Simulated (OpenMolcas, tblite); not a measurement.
**A ladder of methods for SiCNClF2 (SMILES N#C[Si](F)(F)Cl)**

SiCNClF2 has 6 atoms, charge 0, and is taken as a singlet. SMILES: `N#C[Si](F)(F)Cl`. The coordinates come from a PBE0-D4/def2-TZVP relaxation.

```xyz
6

N     1.9254   -1.0922    1.0774
C     1.0301   -0.6093    0.5400
Si   -0.3944    0.1767   -0.2903
F    -1.4879   -0.9203   -0.5277
F     0.0876    0.7192   -1.6790
Cl   -1.1189    1.6619    0.8334
```

Quantity: the energy change with the Si3–F5 bond stretched from 1.567 to 2.820 Å, in eV. The values are calculated.

```json
{"level": "IPEA1-xTB", "kind": "semi-empirical", "program": "tblite", "value (eV)": "5.09", "less CCSD(T)/cc-pVDZ": "+0.07"}
{"level": "HF/cc-pVDZ (restricted)", "kind": "Hartree–Fock", "program": "OpenMolcas", "value (eV)": "6.25", "less CCSD(T)/cc-pVDZ": "+1.23"}
{"level": "SVWN5/cc-pVDZ (restricted)", "kind": "LDA", "program": "OpenMolcas", "value (eV)": "5.08", "less CCSD(T)/cc-pVDZ": "+0.06"}
{"level": "revPBE/cc-pVDZ (restricted)", "kind": "GGA", "program": "OpenMolcas", "value (eV)": "4.45", "less CCSD(T)/cc-pVDZ": "-0.57"}
{"level": "TPSS/cc-pVDZ (restricted)", "kind": "meta-GGA", "program": "OpenMolcas", "value (eV)": "4.75", "less CCSD(T)/cc-pVDZ": "-0.27"}
{"level": "PBE0/cc-pVDZ (restricted)", "kind": "global hybrid", "program": "OpenMolcas", "value (eV)": "5.24", "less CCSD(T)/cc-pVDZ": "+0.22"}
{"level": "B2PLYP/cc-pVDZ (restricted)", "kind": "double hybrid", "program": "OpenMolcas", "value (eV)": "5.12", "less CCSD(T)/cc-pVDZ": "+0.10"}
{"level": "MP2/cc-pVDZ (restricted)", "kind": "perturbation theory", "program": "OpenMolcas", "value (eV)": "5.35", "less CCSD(T)/cc-pVDZ": "+0.33"}
{"level": "CCSD(T)/cc-pVDZ (restricted)", "kind": "coupled cluster or CI", "program": "OpenMolcas", "value (eV)": "5.02", "less CCSD(T)/cc-pVDZ": "0.00"}
```

Differences are taken from CCSD(T)/cc-pVDZ (restricted) for orientation; it has basis-set and higher-order errors of its own. At this stretch a single reference begins to fail. The first shape isn't each level's own minimum. The values span 4.45 to 6.25 eV.

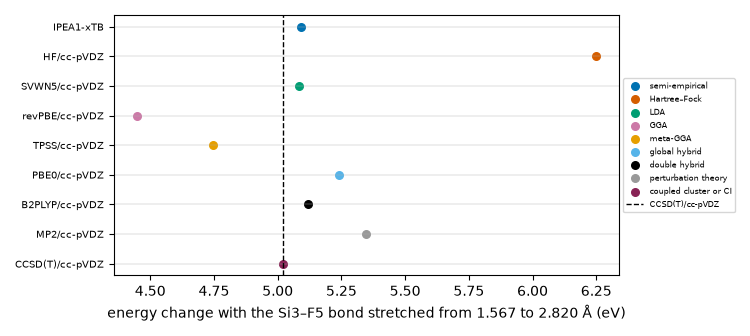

The values of the table, level by level.
